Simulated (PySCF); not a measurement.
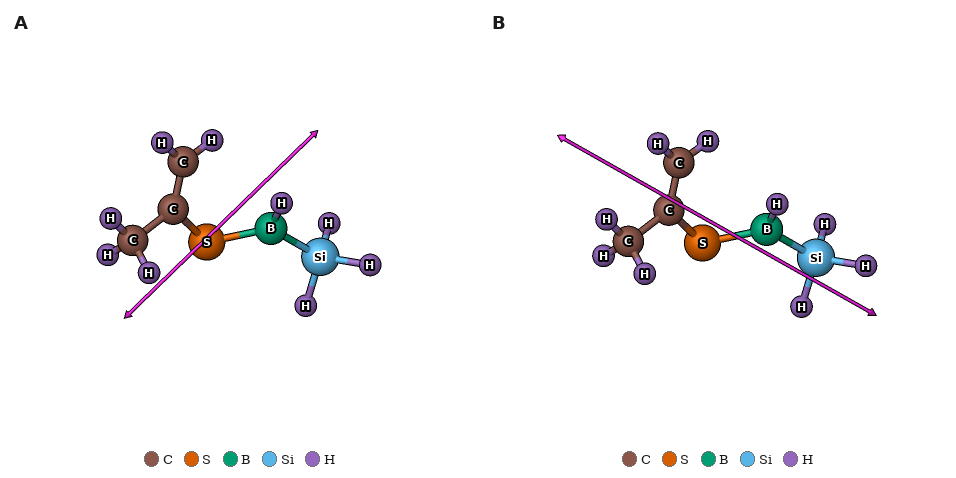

The double arrows show the directions of two transition dipoles from the ground state (lengths mean nothing). Computed geometry: GFN2-xTB optimisation. No frequency run is at hand to confirm it as a minimum. Properties computed with TDDFT ωB97X-D/def2-SVPD, vertical, gas phase, core orbitals frozen in the response (PySCF 2.14.0).

One belongs to singlet state 2 and one to singlet state 7. Which is which?

A: state 7, 6.97 eV (178 nm), oscillator strength 0.041, mainly HOMO−4 → LUMO (weight 0.68).
B: state 2, 5.23 eV (237 nm), oscillator strength 0.060, mainly HOMO−1 → LUMO (weight 0.75).

The geometry is semi-empirical. Around B, Si such bond lengths and angles can be off by a tenth of an ångström or more and by several degrees, and values that hang on the shape move with them.
